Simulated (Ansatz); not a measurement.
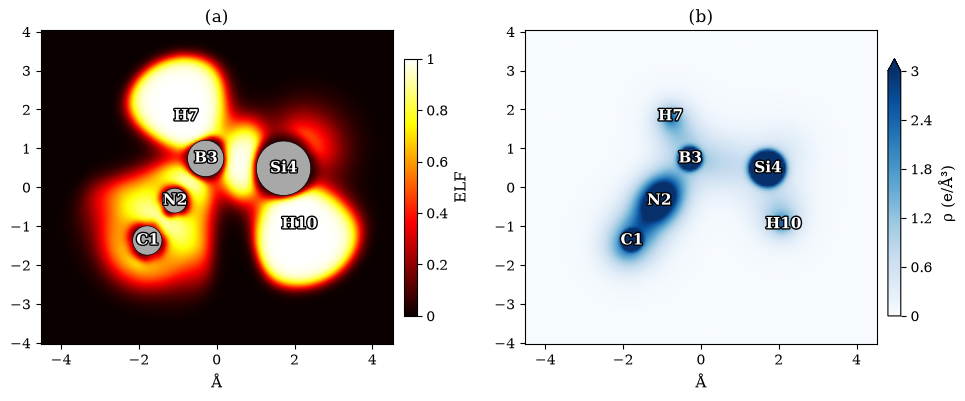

*CH$_{6}$BNSi (SMILES C=NB[SiH3]). (a) electron localisation function; (b) total electron density on the plane of atoms Si4, B3 and H7. Grey discs cover the atomic cores in the ELF map.*

Geometry: PBE0-D4/def2-TZVP.

The calculation used RKS PBE0-D4/def2-TZVPP in Ansatz.

Input file:

```
crystal:
  periodic: [false, false, false]
  atoms:
    - {symbol: C, position_ang: [-0.451663, 1.901357, -1.026825]}
    - {symbol: N, position_ang: [-0.539584, 0.705727, -0.696688]}
    - {symbol: B, position_ang: [-0.603945, -0.581686, -0.315687]}
    - {symbol: Si, position_ang: [0.729228, -1.274528, 1.029797]}
    - {symbol: H, position_ang: [0.166551, 2.211982, -1.872339]}
    - {symbol: H, position_ang: [-0.991404, 2.680575, -0.483618]}
    - {symbol: H, position_ang: [-1.456481, -1.276792, -0.791575]}
    - {symbol: H, position_ang: [1.515733, -2.402255, 0.453407]}
    - {symbol: H, position_ang: [0.029100, -1.795963, 2.238323]}
    - {symbol: H, position_ang: [1.685567, -0.219515, 1.468006]}
basis:
  gaussian: {orbitals: def2-TZVPP}
hamiltonian: {xc: pbe0, dispersion: d4}
output: {orbitals: {seedname: orbitals}}
```

Command:

```sh
ansatz run in.yaml --threads 2 --pin off --events-out ev --progress --plain --max-ram 4352MiB
```

> Describe what can be read from this map.

- The plane passes through C, N, B, Si and H nuclei.
- C–N (1.24 Å): ρ is about 3 e/Å³ halfway; the ELF peaks at about 0.90 between the atoms (a multiple bond).
- B–N (1.34 Å): the density is about 2.1 e/Å³ at the midpoint; the ELF peaks at about 0.90 between the atoms (a short, strongly polar bond).
- Si–B (2.02 Å): ρ at the midpoint is about 0.78 e/Å³; the ELF peaks at about 1 between the atoms, as expected for a covalent bond.
- B–H (1.20 Å): the density is about 1.2 e/Å³ at the midpoint; the ELF climbs to about 1 towards the hydrogen, as it does in any bond to H (an ordinary covalent bond to hydrogen).
- Si–H (1.49 Å): the density is about 0.8 e/Å³ at the midpoint; the ELF climbs to about 1 towards the hydrogen.
